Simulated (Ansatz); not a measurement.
# Profile along the Se–Zn line in ZnSe (zinc blende)

ZnSe (zinc blende)

```cif
data_SeZn
_chemical_formula_sum 'Se1 Zn1'
_space_group_name_H-M_alt 'P 1'
_space_group_IT_number 1
_cell_length_a 4.05385
_cell_length_b 4.05385
_cell_length_c 4.05385
_cell_angle_alpha 60.000
_cell_angle_beta 60.000
_cell_angle_gamma 60.000
loop_
_space_group_symop_operation_xyz
  'x, y, z'
loop_
_atom_site_label
_atom_site_type_symbol
_atom_site_fract_x
_atom_site_fract_y
_atom_site_fract_z
_atom_site_occupancy
Se1 Se 0.75000 0.75000 0.75000 1
Zn1 Zn 0.00000 0.00000 0.00000 1
```

Fields along a shortest Se–Zn line of a {110} plane (2.48 Å), from Se to Zn, interpolated on the slice's grid (step about 0.3 Å). Level of theory: PBE (plane waves to 420 eV, PAW, scalar-relativistic; Ansatz, an electronic-structure program). k mesh 10×10×10. Inside the PAW spheres the values are not all-electron values, and peaks at nuclei hang on which shells count as valence. ZnSe was relaxed with its symmetry unable to fall.

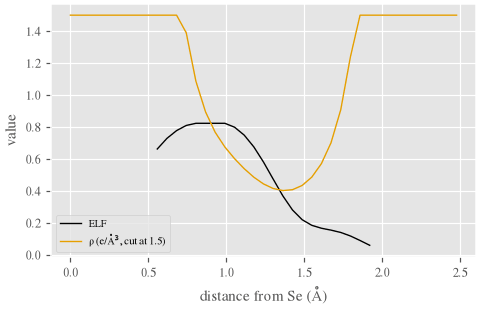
Figure: ELF (away from the nuclei) and valence density from Se to Zn.

Density on the Se–Zn line (2.48 Å) at its density minimum, 1.4 Å from Se: 0.40 e/Å³. ELF at that point: 0.4. ELF maximum in the middle third of the Se–Zn line: 0.82, 0.9 Å from Se.
